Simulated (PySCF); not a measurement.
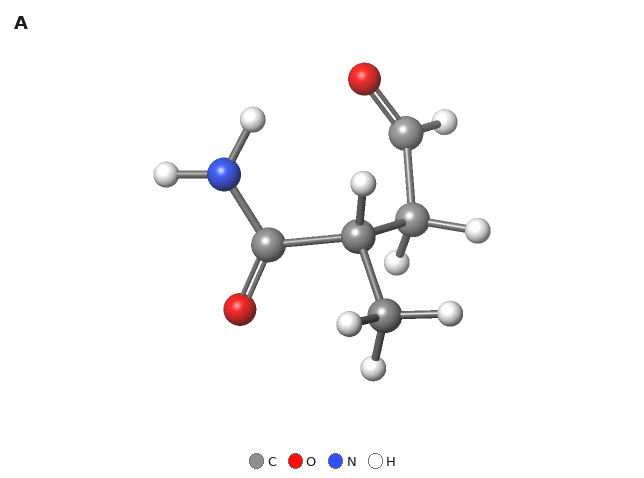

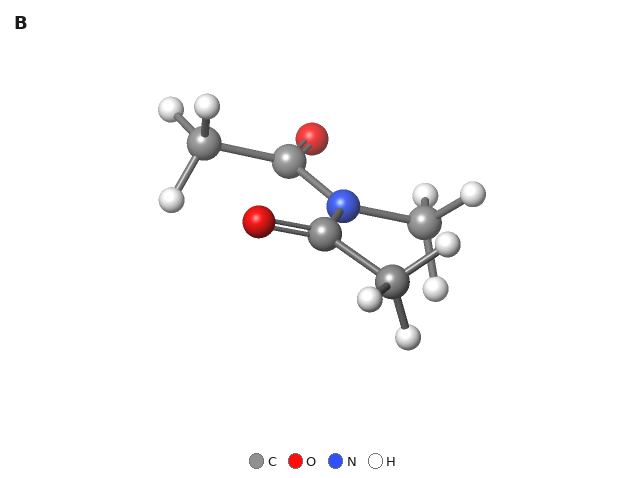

2 stationary structures of one formula. Geometries: GFN2-xTB. Electronic energies: PBE0/pcSseg-1 (PySCF 2.14.0), without zero-point energy. No frequency run is at hand to confirm each as a minimum. Each is one conformer, not always the lowest.

Are they conformers, stereoisomers or constitutional isomers?

They are constitutional isomers of C5H9NO2: A `C[C@@H](CC=O)C(N)=O`, B `CC(=O)N(C)C(C)=O`.

Which is lowest in energy, and by how much?

B is lowest; A lies 23.1 kJ/mol above it.
